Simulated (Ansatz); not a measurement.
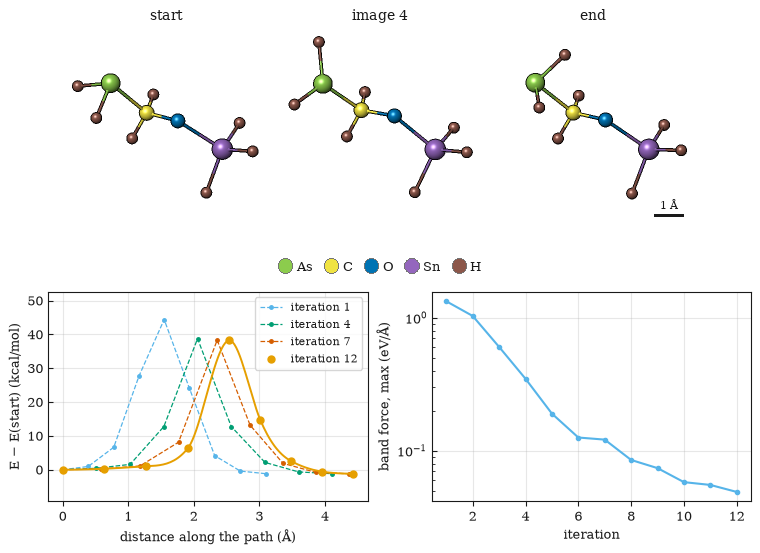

A nudged-elastic-band calculation for CH₇AsOSn. Images are numbered from 0 (start) to 8 (end). The plot follows the band through its iterations. A ball-and-stick model, seen from a free direction.

All numbers below come from RKS PBE/def2-SVP in Ansatz 0.2.0.

The input:
```yaml
crystal:
  periodic: [false, false, false]
  atoms:
    - { symbol: As, position_ang: [-0.886533, 2.435583, 0.190675] }
    - { symbol: C, position_ang: [0.225885, 0.750749, 0.170086] }
    - { symbol: O, position_ang: [-0.681399, -0.31744, 0.09763] }
    - { symbol: Sn, position_ang: [0.007753, -2.225481, 0.11889] }
    - { symbol: H, position_ang: [0.325868, 3.370936, -0.028419] }
    - { symbol: H, position_ang: [-1.170446, 2.396766, -1.324253] }
    - { symbol: H, position_ang: [0.942433, 0.790105, -0.684945] }
    - { symbol: H, position_ang: [0.828298, 0.767649, 1.113027] }
    - { symbol: H, position_ang: [1.033131, -2.42877, -1.262396] }
    - { symbol: H, position_ang: [0.88367, -2.452589, 1.596051] }
    - { symbol: H, position_ang: [-1.443359, -3.144408, 0.034254] }
basis:
  gaussian: { orbitals: def2-SVP }
hamiltonian:
  xc: pbe
neb:
  order_check: false
  images: 7
  f_tol: 0.05
  max_iterations: 60
  initial_path: idpp
  spring: 50.0
  final_atoms:
    - { symbol: As, position_ang: [-0.12616322, 2.69918419, -0.21112248] }
    - { symbol: C, position_ang: [0.56021843, 0.81624085, -0.03417839] }
    - { symbol: O, position_ang: [-0.48240318, -0.11405336, -0.02236574] }
    - { symbol: Sn, position_ang: [-0.06839417, -2.09679849, 0.16088154] }
    - { symbol: H, position_ang: [-1.22214579, 2.49283627, 0.85055295] }
    - { symbol: H, position_ang: [-1.09714431, 2.33398303, -1.34911353] }
    - { symbol: H, position_ang: [1.27361794, 0.68623187, -0.8870003] }
    - { symbol: H, position_ang: [1.17576927, 0.81888532, 0.90090217] }
    - { symbol: H, position_ang: [0.90898502, -2.56321103, -1.19179174] }
    - { symbol: H, position_ang: [0.7787215, -2.32528547, 1.65520013] }
    - { symbol: H, position_ang: [-1.6357605, -2.80491319, 0.14863539] }
```

Run as
```bash
ansatz run input.yaml --threads 2 --pin off --max-ram 3072MiB --backend cpu --events-out ev --progress --plain --runs-dir out
```

Judge this run.

Answer. The run is converged, with reservations. The band converged in 12 iterations. The largest component of the band force went from 1.3 to 0.049 eV/Å. The climbing image converged on the top of the path. Its curvatures weren't checked. The spring constant is far from the usual few eV/Å², which spoils the spacing or the steps. The first iteration put the highest image at 44.4 kcal/mol. The highest point, image 4, lies 38.3 kcal/mol above the start and 39.4 kcal/mol above the end; the end is at −1.2 kcal/mol relative to the start.

Cost: 2.6 min on 2 threads of Intel(R) Xeon(R) Platinum 8488C (Sapphire Rapids) (shared host), peak memory 0.19 GiB.
